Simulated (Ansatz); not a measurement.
FHOZn···CH4O

```yaml
atoms:
  - { symbol: Zn, position_ang: [0.0724, -2.0592, -0.8020] }
  - { symbol: F, position_ang: [0.3305, -2.0413, 0.9540] }
  - { symbol: O, position_ang: [-0.0716, -2.2729, -2.5471] }
  - { symbol: H, position_ang: [-0.5778, -0.0915, 1.2700] }
  - { symbol: O, position_ang: [-0.7718, 0.6277, 0.6523] }
  - { symbol: C, position_ang: [0.1915, 1.6271, 0.8339] }
  - { symbol: H, position_ang: [-0.5482, -1.5579, -2.9821] }
  - { symbol: H, position_ang: [0.1072, 2.1116, 1.8244] }
  - { symbol: H, position_ang: [1.2259, 1.2498, 0.7253] }
  - { symbol: H, position_ang: [0.0417, 2.4065, 0.0716] }
```

Not at a stationary point (largest force 0.6 eV/Å).

The calculation used UKS PBE0/def2-SVP in Ansatz.

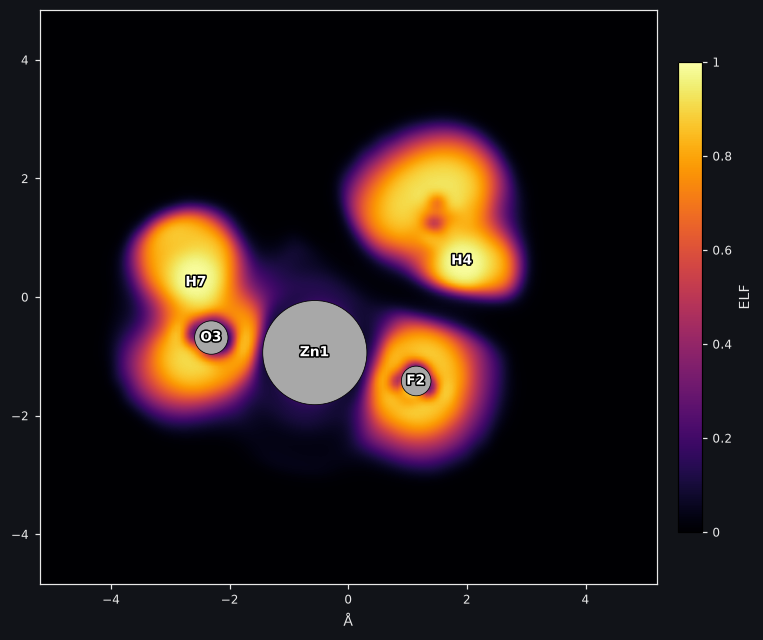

Figure 1. ELF on the plane of atoms Zn1, O3 and H7. Grey discs cover the atomic cores.

### Interpret the plot.

The plane passes through Zn, F, O and H nuclei. Zn–O (1.76 Å): the ELF peaks at about 0.85 in the valence shell of O, 0.6 Å from its nucleus, and is about 0.20 at the midpoint. Zn–F (1.77 Å): the ELF peaks at about 0.80 in the valence shell of F, 0.5 Å from its nucleus, and is about 0.15 at the midpoint. O–H (0.96 Å): the ELF climbs to about 1 towards the hydrogen, as it does in any bond to H (a covalent bond by its length). The ELF also peaks beside F2, O3 and O5, away from the bonds: lone-pair regions.

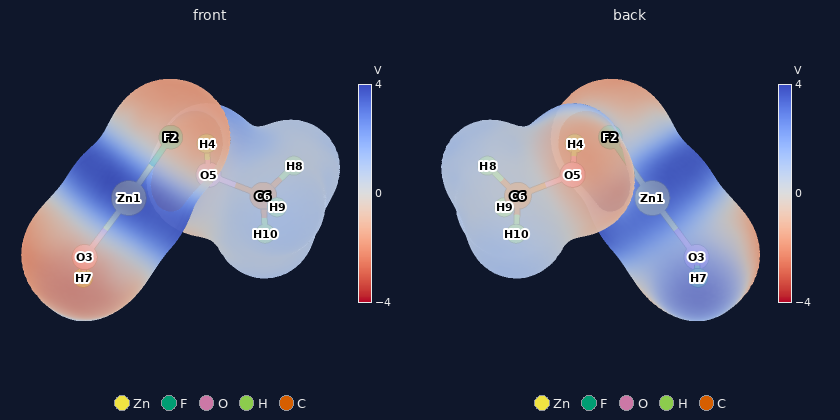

Figure 2. The molecular electrostatic potential painted on the density surface at 0.004 e/bohr³, seen from the front and from behind; red is negative and blue positive.

### Describe the electrostatic potential map.

The most negative region (about −2.1 V, or −48 kcal/mol for a unit charge) lies over O3, the most positive (about +3.7 V, or +85 kcal/mol for a unit charge) over Zn1. O3 is the likeliest acceptor of a hydrogen bond.

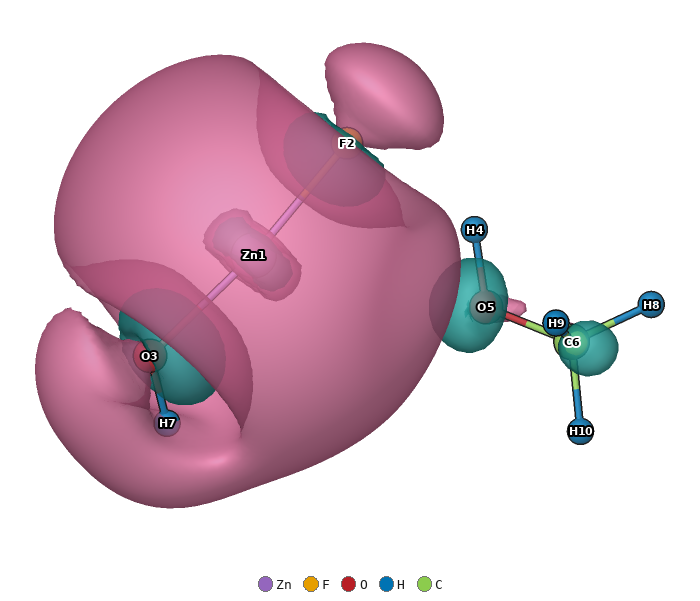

Figure 3. One frontier orbital at ±0.06 Å⁻³ᐟ² (teal and pink are the two phases), seen across its widest extent.

### Which orbital is it: HOMO or LUMO?

The LUMO, at −1.08 eV. It lies mainly on Zn1 (about 65 %), O3 (about 15 %) and F2 (about 10 %).
